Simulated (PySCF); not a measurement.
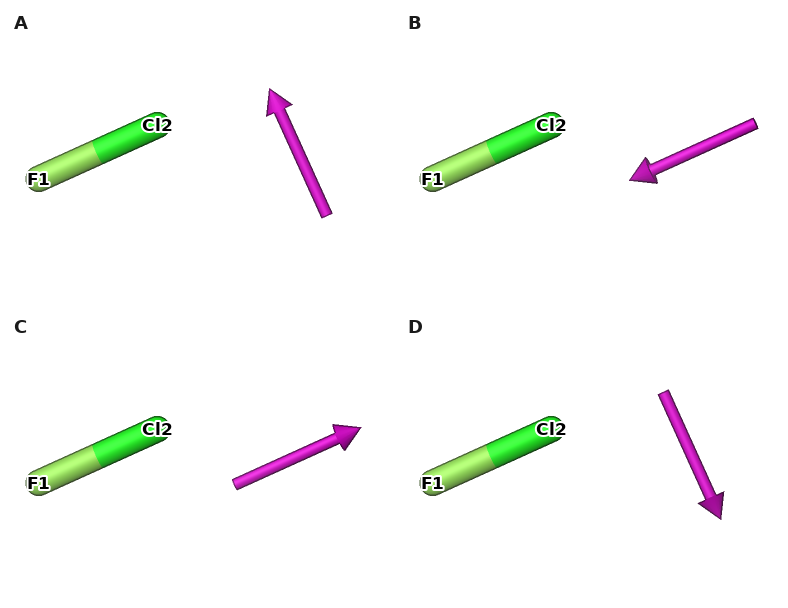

The same molecule four times, each with an arrow. The geometry was computed by an optimisation with GFN2-xTB. No frequency run is at hand to confirm it as a minimum. Level of theory: CAM-B3LYP/def2-SVPD, gas phase (PySCF 2.14.0).

Which arrow points along the dipole moment, from the negative to the positive end?

Answer. C. The dipole moment is 1.14 D; it points from the side of F1 to the side of Cl2 (the outermost atoms at the two ends).
